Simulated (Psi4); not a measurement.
Single-point calculation, with input and output: BH₃F (charge −1) (part 2 of 2)

The same run, continued: BH₃F, charge −1, SMILES [BH3-]F; DLPNO-CCSD(T)/def2-SVP, RHF (Psi4 1.11). The geometry comes from this level: GFN2-xTB.

Geometry of the input (Å):
```
B  -0.0357  0.0293  -0.0339
F  0.8556  -0.7179  0.8270
H  -1.0673  0.2642  0.5881
H  -0.2746  -0.6513  -1.0275
H  0.5221  1.0757  -0.3536
```

Output, continued:
```
    Screened 0 of 49 LMO pairs (0.00 %)
             0 pairs met overlap criteria
             7 pairs met energy criteria

    Screened LMO pair energy =  0.000000000000

  ==> Merging LMO Domains into LMO Pair Domains <==

    Auxiliary BFs per Local MO pair:
      Average =   89 AUX BFs (2 atoms)
      Min     =   48 AUX BFs (1 atoms)
      Max     =  110 AUX BFs (3 atoms)

    Local MOs per Local MO pair:
      Average =    7 LMOs
      Min     =    7 LMOs
      Max     =    7 LMOs

    Projected AOs per Local MO pair:
      Average =   41 PAOs (4 atoms)
      Min     =   33 PAOs (3 atoms)
      Max     =   43 PAOs (5 atoms)

  ==> Transforming 3-Index Integrals to LMO/PAO basis <==

  ==> Initial semi-canonical MP2 prescreening of pairs <==

  ==> Semi-Canonical MP2 Pair Prescreening <==

    Eliminated Pairs (SC-LMP2)         = 0
    Surviving Pairs                    = 49
    Surviving Pairs / Non-dipole Pairs = (100.00 %)
    Eliminated Pair dE                 = 0.000000000000

  ==> Refined Prescreening (Determines Strong and Weak Pairs) <==

    T_CUT_MKN reset to 1.000e-03
    T_CUT_DO  reset to 2.000e-02

  ==> Forming Local MO Domains <==

    Auxiliary BFs per Local MO:
      Average =  122 AUX BFs (3 atoms)
      Min     =   96 AUX BFs (2 atoms)
      Max     =  138 AUX BFs (5 atoms)

    Projected AOs per Local MO:
      Average =   43 PAOs (5 atoms)
      Min     =   43 PAOs (5 atoms)
      Max     =   43 PAOs (5 atoms)

    Local MOs per Local MO:
      Average =    7 LMOs
      Min     =    7 LMOs
      Max     =    7 LMOs

  ==> Merging LMO Domains into LMO Pair Domains <==

    Auxiliary BFs per Local MO pair:
      Average =  131 AUX BFs (4 atoms)
      Min     =   96 AUX BFs (2 atoms)
      Max     =  138 AUX BFs (5 atoms)

    Local MOs per Local MO pair:
      Average =    7 LMOs
      Min     =    7 LMOs
      Max     =    7 LMOs

    Projected AOs per Local MO pair:
      Average =   43 PAOs (5 atoms)
      Min     =   43 PAOs (5 atoms)
      Max     =   43 PAOs (5 atoms)

    Coefficient sparsity in AO -> LMO transform:   0.00 %
    Coefficient sparsity in AO -> PAO transform:   0.00 %
    Coefficient sparsity in combined transforms:   0.00 %

    Storing transformed LMO/LMO, LMO/PAO, and PAO/PAO integrals in sparse format.
    Required memory: 0.002 GiB (0.00 % reduction from dense format)

  ==> Transforming 3-Index Integrals to LMO/PAO basis <==

  ==> Determining Strong and Weak Pairs (Refined Prescreening Step) <==

  ==> Forming Pair Natural Orbitals (for LMP2) <==

    Natural Orbitals per Local MO pair:
      Avg:  27 NOs
      Min:  22 NOs
      Max:  34 NOs

      Avg Occ Number Tol: 1.472e-08
      Min Occ Number Tol: 3.544e-10
      Max Occ Number Tol: 4.857e-08

      Avg Trace Sum: 0.999951
      Min Trace Sum: 0.999870
      Max Trace Sum: 1.000000

      Avg Energy Ratio: 0.999883
      Min Energy Ratio: 0.999701
      Max Energy Ratio: 1.000000

    PNO truncation energy = -0.000004529998

  ==> PNO-LMP2 Memory Estimate <==

    (q | i a) [AUX, LMO, PAO]  :    0.000 [GB]
    X^{PNO}_{u_{ij} a_{ij}}    :    0.000 [GB]
    (i a_{ij} | j b_{ij})      :    0.000 [GB]
    T_{ij}^{a_{ij} b_{ij}}     :    0.000 [GB]
    U_{ij}^{a_{ij} b_{ij}}     :    0.000 [GB]
    PNO overlaps               :    0.002 [GB]
    Total Memory Required      :    0.004 [GB]
    Total Memory Given         :    1.600 [GB]

  ==> Iterative Local MP2 with Pair Natural Orbitals (PNOs) <==

    E_CONVERGENCE = 1.00e-08
    R_CONVERGENCE = 1.00e-08

                         Corr. Energy    Delta E     Max R     Time (s)
  @PNO-LMP2 iter   1:  -0.302326468655 -3.023e-01  1.063e-03        0
  @PNO-LMP2 iter   2:  -0.304854851068 -2.528e-03  2.524e-04        0
  @PNO-LMP2 iter   3:  -0.305035471786 -1.806e-04  6.049e-05        0
  @PNO-LMP2 iter   4:  -0.305056280041 -2.081e-05  1.184e-05        0
  @PNO-LMP2 iter   5:  -0.305058123137 -1.843e-06  1.646e-06        0
  @PNO-LMP2 iter   6:  -0.305058618397 -4.953e-07  2.938e-07        0
  @PNO-LMP2 iter   7:  -0.305058575759  4.264e-08  5.925e-08        0
  @PNO-LMP2 iter   8:  -0.305058543155  3.260e-08  1.129e-08        0
  @PNO-LMP2 iter   9:  -0.305058538148  5.007e-09  2.050e-09        0

  ==> Final Strong and Weak Pairs <==

    Weak Pairs                      = 18
    Strong Pairs                    = 31
    Strong Pairs / Total Pairs      = (63.27 %)

  Total DLPNO-MP2 Correlation Energy:  -0.305063068146
    MP2 Correlation Energy:            -0.305058538148
    Semicanonical MP2 Correction:       0.000000000000
    Dipole Correction:                  0.000000000000
    PNO Truncation Correction:         -0.000004529998

  @Total DLPNO-MP2 Energy: -126.098452404428

   * WARNING: This answer will likely vary from one obtained by a energy('dlpno-mp2') call
                due to lack of a semi-canonical MP2 prescreening step in DLPNO-MP2, as well
                as slightly tighter cutoffs utilized to increase accuracy in the context of CC!!!

    Auxiliary BFs per Local MO:
      Average =  122 AUX BFs (3 atoms)
      Min     =   96 AUX BFs (2 atoms)
      Max     =  138 AUX BFs (5 atoms)

    Projected AOs per Local MO:
      Average =   43 PAOs (5 atoms)
      Min     =   43 PAOs (5 atoms)
      Max     =   43 PAOs (5 atoms)

    Local MOs per Local MO:
      Average =    7 LMOs
      Min     =    7 LMOs
      Max     =    7 LMOs

  ==> Merging LMO Domains into LMO Pair Domains <==

    Auxiliary BFs per Local MO pair:
      Average =  131 AUX BFs (4 atoms)
      Min     =   96 AUX BFs (2 atoms)
      Max     =  138 AUX BFs (5 atoms)

    Local MOs per Local MO pair:
      Average =    7 LMOs
      Min     =    7 LMOs
      Max     =    7 LMOs

    Projected AOs per Local MO pair:
      Average =   43 PAOs (5 atoms)
      Min     =   43 PAOs (5 atoms)
      Max     =   43 PAOs (5 atoms)

  ==> Forming Pair Natural Orbitals (for LCCSD) <==

    Natural Orbitals per Local MO pair:
      Avg:  14 NOs
      Min:  11 NOs
      Max:  22 NOs

      Avg Occ Number Tol: 1.004e-06
      Min Occ Number Tol: 3.114e-08
      Max Occ Number Tol: 1.249e-06

      Avg Trace Sum: 0.992878
      Min Trace Sum: 0.981180
      Max Trace Sum: 0.999990

      Avg Energy Ratio: 0.985614
      Min Energy Ratio: 0.962489
      Max Energy Ratio: 0.999990

    LMP2 Weak Pair energy = -0.006613762369
    PNO truncation energy = -0.000467095616

  ==> Transforming 3-Index Integrals to LMO/LMO basis <==

  ==> Transforming 3-Index Integrals to PAO/PAO basis <==

    * PAO/PAO Integral Memory After Screening: 0.001 [GiB]

  ==> DLPNO-CCSD Memory Requirements <==

    *** Common Quantities ***
    (q | i j) [AUX, LMO]          :    0.000 [GB]
    (q | i a) [AUX, LMO, PAO]     :    0.000 [GB]
    (q | a b) [AUX, PAO]          :    0.001 [GB]
    (k_{ij}, l_{ij})-like         :    0.000 [GB]
    (k_{ij}, c_{ij})-like         :    0.000 [GB]
    (a_{ij}, b_{ij})-like         :    0.001 [GB]
    (a_{ij}, c_{kj})-like         :    0.001 [GB]
    (i a_{ij} | b_{ij}, c_{ij})   :    0.001 [GB]
    (Q_{ij} | k_{ij} i)           :    0.000 [GB]
    (Q_{ij} | a_{ij} i)           :    0.001 [GB]
    (Q_{ij} | m_{ij} a_{ij})      :    0.002 [GB]
    (Q_{ij} | a_{ij} b_{ij})      :    0.006 [GB]

    *** Maximum ERI buffer space of 0.002 [GB] per pair, over 1 threads...

    Buffer Space for ERIs         :    0.002 [GB]
    Total Memory Required (ERIs)  :    0.016 [GB]

    *** Quantities for LCCSD Iterations ***
    PNO overlaps                  :    0.002 [GB]

    *** Maximum CCSD buffer space of 0.001 [GB] per pair, over 1 threads...

    Buffer Space for Iterations   :    0.001 [GB]
    Total Memory Required (LCCSD) :    0.017 [GB]

    Total Memory Given            :    1.600 [GB]

    Using high memory PNO overlap algorithm...

    Storing (Q_{ij}|m_{ij} a_{ij}) integrals in RAM...

    Storing (Q_{ij}|a_{ij} b_{ij}) integrals in RAM...

    Computing integrals in the PNO basis from PAO integrals...

    Integral Computation Complete!!! Time Elapsed:    1 seconds

  ==> Local CCSD <==

    E_CONVERGENCE = 1.00e-06
    R_CONVERGENCE = 1.00e-06

                      Corr. Energy    Delta E     Max R1     Max R2     Time (s)
  @LCCSD iter   1:  -0.319404635333 -3.194e-01  4.829e-03  2.529e-03        0
  @LCCSD iter   2:  -0.326583057247 -7.178e-03  9.126e-04  6.714e-04        0
  @LCCSD iter   3:  -0.327322778661 -7.397e-04  7.248e-04  1.515e-04        0
  @LCCSD iter   4:  -0.327670318204 -3.475e-04  2.379e-04  8.662e-05        0
  @LCCSD iter   5:  -0.327737114290 -6.680e-05  7.028e-05  1.963e-05        0
  @LCCSD iter   6:  -0.327739052892 -1.939e-06  1.934e-05  6.172e-06        0
  @LCCSD iter   7:  -0.327740134845 -1.082e-06  7.468e-06  1.732e-06        0
  @LCCSD iter   8:  -0.327741408293 -1.273e-06  3.806e-06  6.679e-07        0
  @LCCSD iter   9:  -0.327741518425 -1.101e-07  9.651e-07  2.337e-07        0

  T1 Diagnostic: 0.00918725

  Total DLPNO-CCSD Correlation Energy:  -0.328208614041
    CCSD Correlation Energy:            -0.321124016780
    Weak Pair Contribution:             -0.006617501646
    Semicanonical MP2 Correction:        0.000000000000
    Dipole Pair Correction:              0.000000000000
    PNO Truncation Correction:          -0.000467095616

  @Total DLPNO-CCSD Energy: -126.121597950324
    *** Wow, that was fast! A thousand hallelujahs!!!

   --------------------------------------------
                    DLPNO-CCSD(T)
   --------------------------------------------

  DLPNO convergence set to LOOSE.

  Detailed DLPNO thresholds and cutoffs:
    ALGORITHM    = ITERATIVE (T)
    T_CUT_TNO (T0)             = 1.000e-09
    T_CUT_DO_TRIPLES (T0)      = 1.000e-02
    T_CUT_MKN_TRIPLES (T0)     = 1.000e-02
    T_CUT_TRIPLES_WEAK (T0)    = 1.000e-08
    T_CUT_TNO_PRE (T0)         = 1.000e-07
    T_CUT_DO_TRIPLES_PRE (T0)  = 2.000e-02
    T_CUT_MKN_TRIPLES_PRE (T0) = 1.000e-01
    T_CUT_TNO_STRONG (T)       = 1.000e-08
    T_CUT_TNO_WEAK (T)         = 1.000e-07
    F_CUT_T (T)                = 1.000e-03
    T_CUT_ITER (T)             = 1.000e-05
    MIN_TNOS                   =      9
    TRIPLES_MAX_WEAK_PAIRS     =      1

   Starting Triplet Prescreening...
     T_CUT_TNO set to 1.000e-07
     T_CUT_DO  set to 2.000e-02
     T_CUT_MKN set to 1.000e-01

    Number of (Unique) Local MO triplets: 41
    Max Number of Possible (Unique) LMO Triplets: 77 (Ratio: 0.5325)
    Natural Orbitals per Local MO triplet:
      Avg:  21 NOs
      Min:  17 NOs
      Max:  29 NOs

    (Relavent) Semicanonical LCCSD(T0) Computation Complete!!! Time Elapsed:    0 seconds

   Continuing computation with surviving triplets...
     Eliminated all triples with energy less than 1.000e-08 Eh...

    * Energy Contribution From Screened Triplets: 0.000000000000

     T_CUT_TNO (re)set to 1.000e-09
     T_CUT_DO  (re)set to 1.000e-02
     T_CUT_MKN (re)set to 1.000e-02

    Number of (Unique) Local MO triplets: 41
    Max Number of Possible (Unique) LMO Triplets: 77 (Ratio: 0.5325)
    Natural Orbitals per Local MO triplet:
      Avg:  28 NOs
      Min:  24 NOs
      Max:  33 NOs

    (Relavent) Semicanonical LCCSD(T0) Computation Complete!!! Time Elapsed:    0 seconds

    DLPNO-CCSD(T0) Correlation Energy:  -0.325150270751
    * DLPNO-CCSD Contribution:          -0.321124016780
    * DLPNO-(T0) Contribution:          -0.004026253971
    * Screened Triplets Contribution:    0.000000000000

  ==> Computing Full Iterative (T) <==

  ==> Sorting Triplets <==

    Number of Strong Triplets:     32, Total Triplets:     41, Ratio: 0.7805

     T_CUT_TNO (re)set to 1.000e-08 for strong triples
     T_CUT_TNO (re)set to 1.000e-07 for weak triples

    Number of (Unique) Local MO triplets: 41
    Max Number of Possible (Unique) LMO Triplets: 77 (Ratio: 0.5325)
    Natural Orbitals per Local MO triplet:
      Avg:  24 NOs
      Min:  20 NOs
      Max:  30 NOs

  ==> DLPNO-(T) Memory Requirements <==

    (q | i j) integrals    : 0.000 [GB]
    (q | i a) integrals    : 0.000 [GB]
    (q | a b) integrals    : 0.001 [GB]
    W_{ijk}^{abc}          : 0.005 [GB]
    V_{ijk}^{abc}          : 0.005 [GB]
    T_{ijk}^{abc}          : 0.005 [GB]
    Total Memory Required  : 0.017 [GB]
    Total Memory Given     : 1.600 [GB]

    Storing all X_{ijk}^{abc} quantities in RAM...

    (Relavent) Semicanonical LCCSD(T0) Computation Complete!!! Time Elapsed:    0 seconds

  ==> Local CCSD(T) <==

    E_CONVERGENCE = 1.00e-06
    R_CONVERGENCE = 1.00e-06

                         Corr. Energy    Delta E     Max R     Time (s)
  @LCCSD(T) iter   1:  -0.004134306147 -4.134e-03  2.277e-05        1
  @LCCSD(T) iter   2:  -0.004148186187 -1.388e-05  3.583e-06        0
  @LCCSD(T) iter   3:  -0.004148480182 -2.940e-07  2.430e-07        0

    DLPNO-CCSD(T0) energy at looser tolerance:  -0.004014401649
    DLPNO-CCSD(T)  energy at looser tolerance:  -0.004148480182
    * Net Iterative (T) contribution:           -0.000134078533

  Total DLPNO-CCSD(T) Correlation Energy:  -0.332368946545
    DLPNO-CCSD Contribution:               -0.328208614041
    DLPNO-(T) Contribution:                -0.004160332504
    Screened Triplets Contribution:         0.000000000000

  @Total DLPNO-CCSD(T) Energy: -126.125758282828

	total time  =          2 seconds =       0.03 minutes

  Variable Map:
  ----------------------------------------------------------------------------
  "(T) CORRECTION ENERGY"           =>      -0.004160332504
  "CC T1 DIAGNOSTIC"                =>       0.009187245747
  "CCSD CORRELATION ENERGY"         =>      -0.328208614041
  "CCSD TOTAL ENERGY"               =>    -126.121597950324
  "CCSD(T) CORRELATION ENERGY"      =>      -0.332368946545
  "CCSD(T) TOTAL ENERGY"            =>    -126.125758282828
  "CURRENT CORRELATION ENERGY"      =>      -0.332368946545
  "CURRENT ENERGY"                  =>    -126.125758282828
  "CURRENT REFERENCE ENERGY"        =>    -125.793389336283
  "DD SOLVATION ENERGY"             =>       0.000000000000
  "DLPNO DIPOLE ENERGY"             =>       0.000000000000
  "DLPNO LMP2 WEAK PAIR ENERGY"     =>      -0.006617501646
  "DLPNO PNO TRUNCATION ERROR"      =>      -0.000467095616
  "DLPNO SC-LMP2 PAIR ENERGY"       =>       0.000000000000
  "DLPNO SCREENED TRIPLETS ENERGY"  =>       0.000000000000
  "DLPNO SEMICANONICAL (T0) ENERGY" =>      -0.004026253971
  "HF KINETIC ENERGY"               =>     125.601961259656
  "HF POTENTIAL ENERGY"             =>    -251.395350595939
  "HF TOTAL ENERGY"                 =>    -125.793389336283
  "HF VIRIAL RATIO"                 =>       2.001524085092
  "MP2 CORRELATION ENERGY"          =>      -0.305063068146
  "MP2 TOTAL ENERGY"                =>    -126.098452404428
  "NUCLEAR REPULSION ENERGY"        =>      30.284623548233
  "ONE-ELECTRON ENERGY"             =>    -239.229752087902
  "PCM POLARIZATION ENERGY"         =>       0.000000000000
  "PE ENERGY"                       =>       0.000000000000
  "SCF ITERATION ENERGY"            =>    -125.793389336283
  "SCF ITERATIONS"                  =>      10.000000000000
  "SCF TOTAL ENERGY"                =>    -125.793389336283
  "TWO-ELECTRON ENERGY"             =>      83.151739203387
  "XC GRID RADIAL POINTS"           =>      75.000000000000
  "XC GRID SPHERICAL POINTS"        =>     302.000000000000
  "XC GRID TOTAL POINTS"            =>  109500.000000000000

  Array Variable Map:
  ----------------------------------------------------------------------------
  "CURRENT DIPOLE"                  =>      -0.299619912603 ... -0.288111074187 1 by 3
  "SCF DIPOLE"                      =>      -0.299619912603 ... -0.288111074187 1 by 3
  "SCF TOTAL ENERGIES"              =>    -125.078942515653 ... -125.793389336283 1 by 10

    Psi4 run time: 0:00:02.30
```

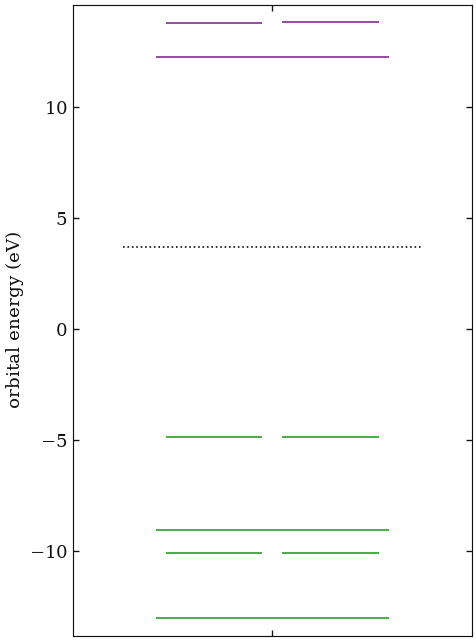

Fig. 1: Orbital energies near the frontier (SCF reference); the dotted line parts filled from empty levels, and levels within 0.02 eV of each other stand side by side. Highest filled −4.84 eV, lowest empty 12.24 eV, 17.08 eV apart.

Key numbers:

```csv
quantity,value
outcome,converged
total energy,−126.125758 hartree
SCF energy,−125.793389 hartree
MP2 energy,−126.098452 hartree
CCSD energy,−126.121598 hartree
correlation energy,−0.332369 hartree
(T) correction,−0.004160 hartree
basis functions,43
T1 diagnostic,0.009
HOMO of the SCF reference,−4.84 eV
LUMO of the SCF reference,12.24 eV
wall time,3.3 s
peak memory,0.21 GiB
```

Notes:

Settings chosen away from the usual ones: guess set to sap.
